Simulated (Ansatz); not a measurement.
The parent structure is MgO in the rock salt structure (space group Fm-3m, No. 225; a = 4.254 Å).

Perturbation: a hydrostatic pressure of 30 GPa.

Calculations: PBE/PAW in Ansatz (a first-principles code), without spin-orbit coupling.

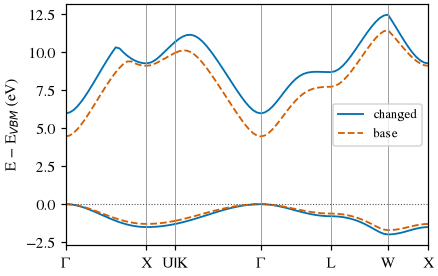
*Highest valence and lowest conduction band along the path, each from its own valence-band maximum*

From the figure, how large is the changed gap, and is it direct?

About 6.0 eV, direct at Γ.

Load acts through the strain it causes; cell and atoms are relaxed under it. No phonon test of stability was made. Competing high-pressure phases were not computed.
